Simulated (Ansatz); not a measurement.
**Fields on a plane of Os (hcp, Mg type)**

```
Os
1.0
    2.73835     0.00000     0.00000
   -1.36917     2.37148     0.00000
    0.00000     0.00000     4.31593
Os
2
Direct
  0.33333   0.66667   0.75000
  0.66667   0.33333   0.25000
```

The slice is a (1 -1 0 0) plane (indices of the conventional cell) through the point (0.667, 0.333, 0.250) (fractional), spanned by u = [110] and v = [001] in vectors of this cell: u (2.74 Å) and v (4.32 Å, at 90° to u). It covers one period; positions are fractions (u, v).

Atoms on it: Os at (0.00, 0.00). Other atoms lie within 1 Å of the plane.

The numbers are results of r2SCAN (plane waves to 500 eV, PAW, scalar-relativistic; Ansatz, a quantum-chemistry and plane-wave program), not measurements. k mesh 19×19×11. Near the nuclei the fields are pseudised (PAW); where an atom keeps semicore shells as valence, they peak there. Os is run without spin polarisation. Os was relaxed with its symmetry unable to fall. Spin-orbit coupling is left out, though Os is heavy.

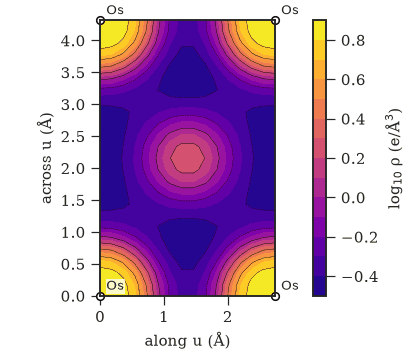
Figure: Log₁₀ of the valence density in e/Å³, one period of the plane, atoms marked. The scale is logarithmic, as a density can span decades between atoms and voids.

```
|xxxxxx@@**::..----..::**@@xxxx|
|xxxx@@%%++....::::....++%%@@xx|
|@@@@%%**::  ..::::..  ::**%%@@|
|##**++--....::::::::....--++**|
|::........::::::::::::........|
|    ..::::::::....::::::::..  |
|....::----::..    ..::----::..|
|::------::..        ..::------|
|----::::..  ........  ..::::--|
|::::::..  ..::----::..  ..::::|
|::::..    ::==++++==::    ..::|
|::....  ..::==++++==::..  ....|
|::::..    ::==++++==::    ..::|
|::::::..  ..::----::..  ..::::|
|----::::..  ........  ..::::--|
|::------::..        ..::------|
|....::----::..    ..::----::..|
|    ..::::::::....::::::::..  |
|::........::::::::::::........|
|##**++--....::::::::....--++**|
|@@@@%%**::  ..::::..  ::**%%@@|
|xxxx@@%%++....::::....++%%@@xx|
|xxxxxx@@**::..----..::**@@xxxx|
|xxxxxx@@##::..----..::##@@xxxx|
```
Scale: ten equal steps from 0.22 (start of ' ') to 0.70 (end of '@'), in the order ' .:-=+*#%@'. Values: electron localisation function (ELF). The map has 15 points along u (two characters each, u = 0 at the left) and 24 along v (v = 0 in the bottom row). Points within 0.5 Å of a nucleus are blanked (x), as the pseudised field means little there.

- Density on the Os–Os line (2.74 Å) at its midpoint = 0.44 e/Å³
- ELF at that point = 0.4
